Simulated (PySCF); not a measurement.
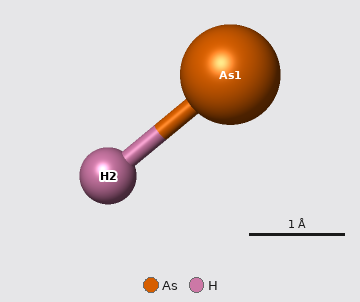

Figure 1. The structure of run A (ball-and-stick view, seen at an oblique angle; atoms are numbered from 1 in the order of the input).

**AsH: a failed or faulty run and its cure**

System: AsH, multiplicity 3.
Method of run A: ROKS-olyp/lanl2dz, optimize (PySCF 2.14.0).

Some settings of this run were made unusual or wrong on purpose. Text and figures count atoms from 1; the logs count them from 0 in places.

## The input, run A
```python
from pyscf import gto, dft
from pyscf.geomopt.geometric_solver import optimize

mol = gto.M(
    atom='As 0 0 0; H 0 0 1.719',
    basis='lanl2dz',
    ecp={'As': 'lanl2dz'},
    charge=0,
    spin=2,
    symmetry=True,
    verbose=4,
)
mf = dft.ROKS(mol, xc='olyp')
mf = mf.density_fit(auxbasis='def2-universal-jkfit')
mf.grids.level = 0
mf.kernel()
g = mf.nuc_grad_method()
g.grid_response = True
mol_eq = optimize(g.as_scanner(), maxsteps=30)
print('optimised geometry (angstrom)')
print(mol_eq.tostring('raw'))
print('orbital energies (hartree):', mf.mo_energy[..., max(0, mol.nelec[1]-3):mol.nelec[0]+3].round(4))
```

Launched with:
```bash
OMP_NUM_THREADS=1 python input.py
```

Hardware: 1 CPU thread, shared host.

## Output, shortened to warnings, some set-up lines, iterations and results (run A)
```
WARN: Mole.unit (angstrom) is changed to Bohr
[...]
cycle= 1 E= -6.48655584124955  delta_E= -11.2  |g|= 0.438  |ddm|= 2.33
cycle= 2 E= -6.52738651112283  delta_E= -0.0408  |g|= 0.414  |ddm|= 1.19
cycle= 3 E= -6.65188824595402  delta_E= -0.125  |g|= 0.0612  |ddm|= 0.572
cycle= 4 E= -6.65430846466047  delta_E= -0.00242  |g|= 0.00396  |ddm|= 0.107
cycle= 5 E= -6.6543207557072  delta_E= -1.23e-05  |g|= 0.00014  |ddm|= 0.00666
[... 23 lines ...]
cycle= 1 E= -6.65890560931265  delta_E= 2.98e-05  |g|= 4.38e-05  |ddm|= 9.53e-05
cycle= 2 E= -6.65890560928804  delta_E= 2.46e-11  |g|= 4.58e-05  |ddm|= 0.000148
cycle= 3 E= -6.65890561054892  delta_E= -1.26e-09  |g|= 2.55e-06  |ddm|= 6.89e-05
cycle= 4 E= -6.65890561055308  delta_E= -4.16e-12  |g|= 7.14e-08  |ddm|= 3.85e-06
cycle 5: E = -6.65890561055  dE = -3.79426e-07  norm(grad) = 6.98091e-07
Step    4 : Displace = 8.858e-05/8.858e-05 (rms/max) Trust = 2.000e-01 (+) Grad = 4.936e-07/4.936e-07 (rms/max) E (change) = -6.6589056106 (-3.794e-07) Quality = 47.055
Hessian Eigenvalues: 5.00000e-02 5.00000e-02 5.00000e-02 ... 5.00000e-02 5.00000e-02 1.43888e-01
Converged! =D

    #| If this code has benefited your research, please support us by citing: |#
    #| Wang, L.-P.; Song, C.C. (2016) "Geometry optimization made simple with |#
    #| translation and rotation coordinates", J. Chem, Phys. 144, 214108.     |#
    #|                                     |#
optimised geometry (angstrom)
As          0.00000000        0.00000000        0.07068168
H           0.00000000        0.00000000        1.64831832
orbital energies (hartree): [-0.5117 -0.2813 -0.173  -0.173  -0.0117  0.3464  0.3503]
```

**Diagnose this run and give a change of the input that cures it.**

Some settings of this run were drawn to be unusual or wrong. It converged; results that depend on the unusual settings are not reference values.

A run of the same system that converges differs from this input as follows (lines with − go, lines with + come):
```diff
-mf.grids.level = 0
```

## Output, shortened to warnings, some set-up lines, iterations and results (run B)
```
WARN: Mole.unit (angstrom) is changed to Bohr
[...]
cycle= 1 E= -6.48751158167225  delta_E= -11.2  |g|= 0.437  |ddm|= 2.33
cycle= 2 E= -6.52781831290494  delta_E= -0.0403  |g|= 0.414  |ddm|= 1.19
cycle= 3 E= -6.65185532982337  delta_E= -0.124  |g|= 0.0606  |ddm|= 0.57
cycle= 4 E= -6.65422444560827  delta_E= -0.00237  |g|= 0.00411  |ddm|= 0.107
cycle= 5 E= -6.65423759785294  delta_E= -1.32e-05  |g|= 0.000133  |ddm|= 0.0069
[... 23 lines ...]
cycle= 1 E= -6.65889063683064  delta_E= 3.93e-05  |g|= 5.76e-05  |ddm|= 0.000125
cycle= 2 E= -6.65889063680738  delta_E= 2.33e-11  |g|= 6e-05  |ddm|= 0.000195
cycle= 3 E= -6.65889063896607  delta_E= -2.16e-09  |g|= 3.3e-06  |ddm|= 9.04e-05
cycle= 4 E= -6.65889063897304  delta_E= -6.96e-12  |g|= 9.43e-08  |ddm|= 5.03e-06
cycle 5: E = -6.65889063897  dE = -1.45042e-08  norm(grad) = 1.29708e-06
Step    4 : Displace = 1.168e-04/1.168e-04 (rms/max) Trust = 2.000e-01 (+) Grad = 9.172e-07/9.172e-07 (rms/max) E (change) = -6.6588906390 (-1.450e-08) Quality = 0.991
Hessian Eigenvalues: 5.00000e-02 5.00000e-02 5.00000e-02 ... 5.00000e-02 5.00000e-02 1.50335e-01
Converged! =D

    #| If this code has benefited your research, please support us by citing: |#
    #| Wang, L.-P.; Song, C.C. (2016) "Geometry optimization made simple with |#
    #| translation and rotation coordinates", J. Chem, Phys. 144, 214108.     |#
    #|                                     |#
optimised geometry (angstrom)
As          0.00000000        0.00000000        0.07244817
H           0.00000000        0.00000000        1.64655183
orbital energies (hartree): [-0.5117 -0.2813 -0.173  -0.173  -0.0115  0.3463  0.3503]
```

## The two runs side by side

```csv
quantity,run A,run B
outcome,converged,converged
SCF energy (hartree),−6.654321,−6.654238
wall time (shared host),3.2 s,6.1 s
```

The energy of run B is 0.05 kcal/mol higher, which measures how much it depends on this numerical setting.
